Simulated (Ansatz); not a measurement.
# Run report: TaNH₃Cl₂OF, molecular dynamics (part 2 of 2)

The same run, continued: TaNH₃Cl₂OF; RKS PBE0-D4/def2-SVP (Ansatz 0.2.0). It belongs to a series of runs on one base structure; here: dynamics from the start.

What the program printed, continued:
```
md step   123: t =   123.00 fs  T =   140.5 K  F+E_penalty+E_count = -32879.73852787 eV  E_kin = 0.163406 eV  (34 SCF iters, 3 dispersion substeps)
md step   124: t =   124.00 fs  T =   124.8 K  F+E_penalty+E_count = -32879.73296701 eV  E_kin = 0.145239 eV  (33 SCF iters, 3 dispersion substeps)
md step   125: t =   125.00 fs  T =   152.7 K  F+E_penalty+E_count = -32879.75202514 eV  E_kin = 0.177669 eV  (33 SCF iters, 3 dispersion substeps)
md step   126: t =   126.00 fs  T =   167.0 K  F+E_penalty+E_count = -32879.78167864 eV  E_kin = 0.194318 eV  (35 SCF iters, 3 dispersion substeps)
md step   127: t =   127.00 fs  T =   179.7 K  F+E_penalty+E_count = -32879.79692324 eV  E_kin = 0.209009 eV  (35 SCF iters, 3 dispersion substeps)
md step   128: t =   128.00 fs  T =   167.5 K  F+E_penalty+E_count = -32879.79952966 eV  E_kin = 0.194826 eV  (34 SCF iters, 3 dispersion substeps)
md step   129: t =   129.00 fs  T =   186.0 K  F+E_penalty+E_count = -32879.80968425 eV  E_kin = 0.216428 eV  (34 SCF iters, 3 dispersion substeps)
md step   130: t =   130.00 fs  T =   181.4 K  F+E_penalty+E_count = -32879.82900034 eV  E_kin = 0.211034 eV  (34 SCF iters, 3 dispersion substeps)
md step   131: t =   131.00 fs  T =   190.0 K  F+E_penalty+E_count = -32879.84115897 eV  E_kin = 0.221050 eV  (34 SCF iters, 3 dispersion substeps)
md step   132: t =   132.00 fs  T =   192.5 K  F+E_penalty+E_count = -32879.84514882 eV  E_kin = 0.223995 eV  (34 SCF iters, 3 dispersion substeps)
md step   133: t =   133.00 fs  T =   196.3 K  F+E_penalty+E_count = -32879.85447374 eV  E_kin = 0.228328 eV  (33 SCF iters, 3 dispersion substeps)
md step   134: t =   134.00 fs  T =   195.0 K  F+E_penalty+E_count = -32879.87112942 eV  E_kin = 0.226858 eV  (33 SCF iters, 3 dispersion substeps)
md step   135: t =   135.00 fs  T =   193.9 K  F+E_penalty+E_count = -32879.88266070 eV  E_kin = 0.225576 eV  (34 SCF iters, 3 dispersion substeps)
md step   136: t =   136.00 fs  T =   188.0 K  F+E_penalty+E_count = -32879.88628341 eV  E_kin = 0.218651 eV  (34 SCF iters, 3 dispersion substeps)
md step   137: t =   137.00 fs  T =   182.5 K  F+E_penalty+E_count = -32879.88289926 eV  E_kin = 0.212350 eV  (34 SCF iters, 3 dispersion substeps)
md step   138: t =   138.00 fs  T =   153.4 K  F+E_penalty+E_count = -32879.86832652 eV  E_kin = 0.178431 eV  (34 SCF iters, 3 dispersion substeps)
md step   139: t =   139.00 fs  T =   152.7 K  F+E_penalty+E_count = -32879.85259239 eV  E_kin = 0.177636 eV  (34 SCF iters, 3 dispersion substeps)
md step   140: t =   140.00 fs  T =   132.6 K  F+E_penalty+E_count = -32879.84994888 eV  E_kin = 0.154280 eV  (34 SCF iters, 3 dispersion substeps)
md step   141: t =   141.00 fs  T =   142.8 K  F+E_penalty+E_count = -32879.85430999 eV  E_kin = 0.166090 eV  (34 SCF iters, 3 dispersion substeps)
md step   142: t =   142.00 fs  T =   136.9 K  F+E_penalty+E_count = -32879.84419326 eV  E_kin = 0.159248 eV  (35 SCF iters, 3 dispersion substeps)
md step   143: t =   143.00 fs  T =   104.5 K  F+E_penalty+E_count = -32879.81843112 eV  E_kin = 0.121601 eV  (34 SCF iters, 3 dispersion substeps)
md step   144: t =   144.00 fs  T =   109.9 K  F+E_penalty+E_count = -32879.80152692 eV  E_kin = 0.127872 eV  (34 SCF iters, 3 dispersion substeps)
md step   145: t =   145.00 fs  T =   132.1 K  F+E_penalty+E_count = -32879.82369029 eV  E_kin = 0.153700 eV  (34 SCF iters, 3 dispersion substeps)
md step   146: t =   146.00 fs  T =   122.0 K  F+E_penalty+E_count = -32879.82981789 eV  E_kin = 0.141983 eV  (34 SCF iters, 3 dispersion substeps)
md step   147: t =   147.00 fs  T =   101.8 K  F+E_penalty+E_count = -32879.80243967 eV  E_kin = 0.118444 eV  (35 SCF iters, 3 dispersion substeps)
md step   148: t =   148.00 fs  T =    92.9 K  F+E_penalty+E_count = -32879.80460527 eV  E_kin = 0.108032 eV  (35 SCF iters, 3 dispersion substeps)
md step   149: t =   149.00 fs  T =    84.9 K  F+E_penalty+E_count = -32879.82502671 eV  E_kin = 0.098818 eV  (34 SCF iters, 3 dispersion substeps)
these checks for a lower state are left out or cut short: starts, cluster_reference, orbital_swaps, neighbouring_geometries, increment
1298 factors; integrals over basis functions are off by at most 3.1e-4 eV
mean field -32879.63375455 eV, -1208.3042538637 hartree, gradient 1.8e-5 eV, S^2 0.000000; 0 other end points of the search recorded, 0 dependent functions left out
the calculation of the forces begins
reference -32879.63380200 eV, -1208.3042556071 hartree; 37, 37 occupied and 88, 88 virtual orbitals, 1298 factors
1298 factors; integrals over basis functions are off by at most 3.1e-4 eV
mean field evaluation 1216: about -32877.6040 eV, gradient 2.9e1 eV
mean field -32879.63375455 eV, -1208.3042538637 hartree, gradient 1.8e-5 eV, S^2 0.000000; 1 other end points of the search recorded, 0 dependent functions left out
the calculation of the forces begins
reference -32879.63380200 eV, -1208.3042556071 hartree; 37, 37 occupied and 88, 88 virtual orbitals, 1298 factors
md step   150: t =   150.00 fs  T =    99.8 K  F+E_penalty+E_count = -32879.83953068 eV  E_kin = 0.116077 eV  (33 SCF iters, 3 dispersion substeps)
```

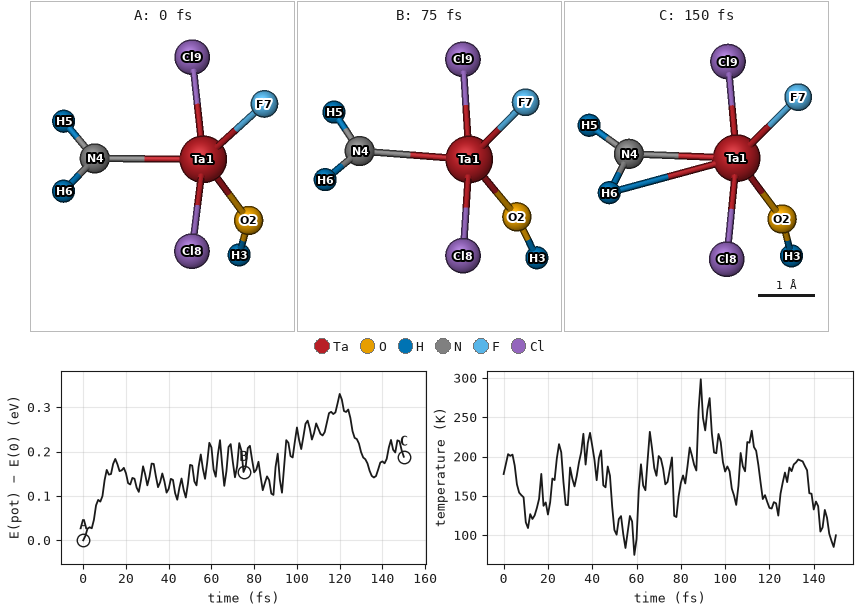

Fig. 1: Frames of the molecular dynamics (ball-and-stick, seen at an oblique angle) above the curves, on which the letters mark them. The trajectory kept here has 151 frames over 150 fs. The temperature starts at 178 K, ranges from 75 to 298 K and averages 176 K over the second half. The potential energy ends 0.188 eV above its first value. After an unweighted best fit of the last frame on the first, the root-mean-square displacement is 0.17 Å.

```
Total energy: -32879.83957813 eV, -1208.3118177404 hartree
Atom 0 at     0.080567    -0.075030     0.119453 Å, force     0.176547    -0.721545    -1.095506 eV/Å
Atom 1 at     1.878202    -0.097151    -0.366622 Å, force     0.272223    -0.010073    -0.071888 eV/Å
Atom 2 at     2.845483    -0.061349    -0.350194 Å, force    -0.566216    -0.035272     0.097840 eV/Å
Atom 3 at    -0.406019    -0.099168     2.010478 Å, force     0.003193    -0.401002     0.196551 eV/Å
Atom 4 at    -0.504855    -0.842994     2.717173 Å, force     0.005086     0.509128    -0.608404 eV/Å
Atom 5 at    -0.467990     0.840911     2.372904 Å, force    -0.120185     0.168470     0.652498 eV/Å
Atom 6 at    -1.233387    -0.135899    -1.274697 Å, force     0.612879     0.320640     0.823293 eV/Å
Atom 7 at     0.184798     2.264518     0.349736 Å, force    -0.309415     0.165483    -0.094530 eV/Å
Atom 8 at     0.030151    -2.419898     0.242260 Å, force    -0.074112     0.004170     0.100145 eV/Å
Dipole moment:     0.518779     0.069230     0.504288 e Å
```

Trajectory as extended XYZ (Å, eV, eV/Å), 11 of the 151 frames kept, from step=0 to step=150:
```
9
Properties=species:S:1:pos:R:3:forces:R:3 step=0 time_fs=0.0 energy=-32880.02787 temperature=177.8
Ta    0.1245   -0.0521    0.1209    0.0051   0.0001  -0.0030
O     1.9638   -0.1625   -0.1748   -0.0176   0.0009   0.0001
H     2.8164   -0.2164    0.2658   -0.0021   0.0004  -0.0011
N    -0.4702   -0.0205    1.9935   -0.0025   0.0000  -0.0097
H    -0.7435   -0.8495    2.5128    0.0004  -0.0029   0.0006
H    -0.6414    0.8330    2.5169    0.0001   0.0028   0.0002
F    -1.0039    0.0187   -1.3822    0.0112  -0.0002   0.0153
Cl    0.0711    2.2929    0.2787    0.0022  -0.0107  -0.0014
Cl   -0.2098   -2.3745    0.2687    0.0031   0.0094  -0.0011
9
Properties=species:S:1:pos:R:3:forces:R:3 step=15 time_fs=15.0 energy=-32879.84441 temperature=134.6
Ta    0.1253   -0.0477    0.1461   -0.8702   0.3388  -2.3889
O     1.9745   -0.1229   -0.2239    0.3030  -0.5740   1.0441
H     2.6314   -0.4458    0.4275   -0.2165   0.3138  -0.6217
N    -0.5351   -0.0134    1.9646   -0.2797   0.5351   1.3189
H    -0.8594   -0.8935    2.3831    0.1018   0.5699   0.1308
H    -0.6904    0.8479    2.5419    0.1028  -1.2316  -0.6701
F    -1.0208    0.0551   -1.4006    0.7469  -0.2209   1.1143
Cl    0.0930    2.3011    0.2400    0.0150  -0.1457   0.1140
Cl   -0.1873   -2.4075    0.2844    0.0969   0.4148  -0.0414
9
Properties=species:S:1:pos:R:3:forces:R:3 step=30 time_fs=30.0 energy=-32879.90402 temperature=186.1
Ta    0.1137   -0.0445    0.1459    0.0725   0.0330   0.7534
O     1.9339   -0.1265   -0.2354    0.5448  -0.4208   0.1853
H     2.7295   -0.5305    0.1310   -0.0159   0.1448  -0.0682
N    -0.6108   -0.0464    1.9800   -0.1504  -0.2740  -0.0697
H    -1.0175   -0.8988    2.3600    0.1838  -0.0253   0.0557
H    -0.9180    0.7490    2.5264    0.0918   0.2733  -0.0343
F    -0.9903    0.0881   -1.3145   -0.7862  -0.2300  -0.9913
Cl    0.1044    2.2930    0.2220    0.0148   0.0702   0.2625
Cl   -0.1394   -2.4193    0.2759    0.0448   0.4286  -0.0935
9
Properties=species:S:1:pos:R:3:forces:R:3 step=45 time_fs=45.0 energy=-32879.90921 temperature=163.4
Ta    0.1019   -0.0372    0.1562    0.2643  -0.5925  -0.0402
O     1.9270   -0.1479   -0.2356   -0.7810   0.1274   0.1120
H     2.8468   -0.3701   -0.3084    0.4710  -0.1255   0.0719
N    -0.6887   -0.0589    1.9628    0.4391  -1.1273  -0.6972
H    -0.9199   -0.8610    2.5457    0.1129  -0.0122  -0.2375
H    -0.8738    0.7813    2.4408   -0.3312   1.4456   0.8103
F    -1.0824    0.0717   -1.2788   -0.1756  -0.2147  -0.1893
Cl    0.0952    2.2905    0.2350    0.0102   0.2573   0.2539
Cl   -0.1065   -2.3980    0.2884   -0.0096   0.2419  -0.0837
9
Properties=species:S:1:pos:R:3:forces:R:3 step=60 time_fs=60.0 energy=-32879.81849 temperature=95.0
Ta    0.1001   -0.0401    0.1619   -1.3875  -0.3429  -1.5767
O     1.8812   -0.1678   -0.2736    1.8991   0.2792  -0.2952
H     2.8406   -0.0946   -0.4559   -1.0877  -0.1355   0.3147
N    -0.6751   -0.0525    1.9441   -0.0799   1.6261   2.1785
H    -0.7920   -0.9009    2.4973   -0.0625   0.0634  -0.1212
H    -0.7752    0.8014    2.5826    0.1523  -1.5578  -1.3280
F    -1.1556    0.0386   -1.2711    0.5962  -0.1305   0.6815
Cl    0.1021    2.2944    0.2481    0.0468   0.1953   0.1604
Cl   -0.0873   -2.3889    0.2846   -0.0768   0.0026  -0.0140
9
Properties=species:S:1:pos:R:3:forces:R:3 step=75 time_fs=75.0 energy=-32879.87387 temperature=183.6
Ta    0.0851   -0.0393    0.1553    0.6734  -0.2655   1.2671
O     1.8937   -0.1592   -0.2900    0.7806   0.5105  -0.1373
H     2.8425    0.0259   -0.4303   -0.9572  -0.2222   0.2436
N    -0.6088   -0.0338    2.0278    0.6836  -0.1335  -1.7014
H    -0.8120   -0.9113    2.4559   -0.2150  -0.7609   0.5164
H    -0.8245    0.7386    2.6183   -0.1099   0.7889   0.4657
F    -1.1555   -0.0268   -1.1988   -0.7463   0.1319  -0.8339
Cl    0.0848    2.3190    0.2724   -0.0050  -0.2473   0.0325
Cl   -0.0647   -2.4012    0.2338   -0.1042   0.1981   0.1472
9
Properties=species:S:1:pos:R:3:forces:R:3 step=90 time_fs=90.0 energy=-32879.86236 temperature=249.1
Ta    0.0843   -0.0400    0.1535   -0.3939  -0.6967  -0.1371
O     1.8768   -0.1107   -0.3087    1.1883   0.2797   0.1602
H     2.8215   -0.0085   -0.0900   -0.7666  -0.1145  -0.1542
N    -0.5294   -0.0492    2.0165   -0.3090  -2.8905  -0.5288
H    -0.9160   -0.8441    2.5816    0.6032   0.9911  -0.8473
H    -0.5563    0.7933    2.4976   -0.1552   2.0640   1.3754
F    -1.1820   -0.0998   -1.2237   -0.0472   0.2729  -0.0677
Cl    0.0900    2.3241    0.2908   -0.0652  -0.2362   0.0039
Cl   -0.0455   -2.4140    0.1993   -0.0545   0.3302   0.1956
9
Properties=species:S:1:pos:R:3:forces:R:3 step=105 time_fs=105.0 energy=-32879.75804 temperature=138.4
Ta    0.0816   -0.0433    0.1441   -0.8049  -0.1885  -1.7664
O     1.8905   -0.0505   -0.3406    0.7294  -0.0568   0.8104
H     2.6584   -0.0237    0.2650   -0.3688   0.0159  -0.5960
N    -0.4521   -0.0730    1.9981   -0.0685   1.4623   2.3875
H    -1.0104   -0.8134    2.4266    0.2257  -0.0533  -0.1189
H    -0.3375    0.7225    2.7133   -0.2340  -1.4847  -1.6347
F    -1.2032   -0.1552   -1.2706    0.6890   0.4138   0.8261
Cl    0.1296    2.3299    0.2982   -0.1453  -0.3190  -0.0554
Cl   -0.0250   -2.4141    0.1802   -0.0228   0.2103   0.1476
9
Properties=species:S:1:pos:R:3:forces:R:3 step=120 time_fs=120.0 energy=-32879.69781 temperature=134.7
Ta    0.0638   -0.0593    0.1220    1.7012   0.6433   2.0498
O     1.8769   -0.0484   -0.3454   -0.4181  -0.2048  -0.1380
H     2.7101   -0.0159    0.1235    0.3193   0.0701   0.0917
N    -0.4086   -0.0780    2.0525    1.1497   1.5354  -1.6033
H    -0.8634   -0.8797    2.3524   -1.1387  -2.1338   1.0286
H    -0.2398    0.5628    2.8205   -0.0409   0.2649  -0.2295
F    -1.1703   -0.1898   -1.2138   -1.2441   0.3052  -1.2388
Cl    0.1719    2.3334    0.3204   -0.2735  -0.6172  -0.1303
Cl   -0.0013   -2.4298    0.1817   -0.0549   0.1370   0.1698
9
Properties=species:S:1:pos:R:3:forces:R:3 step=135 time_fs=135.0 energy=-32879.88266 temperature=193.9
Ta    0.0690   -0.0755    0.1243   -0.1992   0.2150  -0.2977
O     1.8390   -0.0801   -0.3511    0.0454  -0.1085  -0.4001
H     2.7756   -0.0319   -0.2314    0.7628   0.0616   0.1542
N    -0.3910   -0.0859    2.0174   -0.5274  -1.0075   0.5771
H    -0.7476   -0.9066    2.5482    0.4198   0.8313  -0.4914
H    -0.3711    0.7611    2.5679   -0.0585   0.1778   0.2511
F    -1.2057   -0.1838   -1.2568   -0.0295   0.3804   0.1307
Cl    0.1814    2.3114    0.3443   -0.3096  -0.4653  -0.1039
Cl    0.0175   -2.4214    0.2116   -0.1038  -0.0849   0.1799
9
Properties=species:S:1:pos:R:3:forces:R:3 step=150 time_fs=150.0 energy=-32879.83953 temperature=99.8
Ta    0.0806   -0.0750    0.1195    0.1765  -0.7215  -1.0955
O     1.8782   -0.0972   -0.3666    0.2722  -0.0101  -0.0719
H     2.8455   -0.0613   -0.3502   -0.5662  -0.0353   0.0978
N    -0.4060   -0.0992    2.0105    0.0032  -0.4010   0.1966
H    -0.5049   -0.8430    2.7172    0.0051   0.5091  -0.6084
H    -0.4680    0.8409    2.3729   -0.1202   0.1685   0.6525
F    -1.2334   -0.1359   -1.2747    0.6129   0.3206   0.8233
Cl    0.1848    2.2645    0.3497   -0.3094   0.1655  -0.0945
Cl    0.0302   -2.4199    0.2423   -0.0741   0.0042   0.1001
```

This output came from the following input.

The input:
```yaml
crystal:
  periodic: [false, false, false]
  atoms:
    - { symbol: Ta, position_ang: [0.124537, -0.052128, 0.120925] }
    - { symbol: O, position_ang: [1.963783, -0.162471, -0.1748] }
    - { symbol: H, position_ang: [2.816413, -0.216412, 0.265815] }
    - { symbol: "N", position_ang: [-0.470221, -0.020459, 1.993537] }
    - { symbol: H, position_ang: [-0.743511, -0.849461, 2.512781] }
    - { symbol: H, position_ang: [-0.641351, 0.833011, 2.516852] }
    - { symbol: F, position_ang: [-1.00388, 0.018706, -1.382241] }
    - { symbol: Cl, position_ang: [0.071135, 2.292893, 0.278699] }
    - { symbol: Cl, position_ang: [-0.209806, -2.374478, 0.268733] }
basis:
  gaussian: { orbitals: def2-SVP }
hamiltonian:
  xc: pbe0
  dispersion: d4
md:
  timestep: 1.0
  n_steps: 150
  ensemble: nvt_langevin
  temperature: 200.0
  initial_velocities: maxwell_boltzmann
  seed: 116242
  friction: 0.02
```

Run as:
```bash
ansatz run input.yaml --threads 2 --pin off --max-ram 3072MiB --backend cpu --events-out ev --progress --plain --runs-dir out
```

Summary:

- outcome: finished
- mean temperature over the second half: 176 K
- trajectory: 150 steps, 150 fs
- ensemble: nvt_langevin
- temperature in the input: 200.0 K
- time step: 1.0 fs
- potential energy (last step): −32879.8396 eV
- mean-field energy (last step): −32879.6338 eV
- largest force (length of the vector) (last step): 1.324 eV/Å
- hardware: 2 threads of Intel Xeon (Granite Rapids), 32 GiB of memory available, shared host
- wall time: 7.7 min (CPU time 15 min)
- peak memory: 0.35 GiB

Notes:

So short a trajectory is not equilibrated. The logged temperature at the start can lie below the typed one, since it is counted over all degrees of freedom.
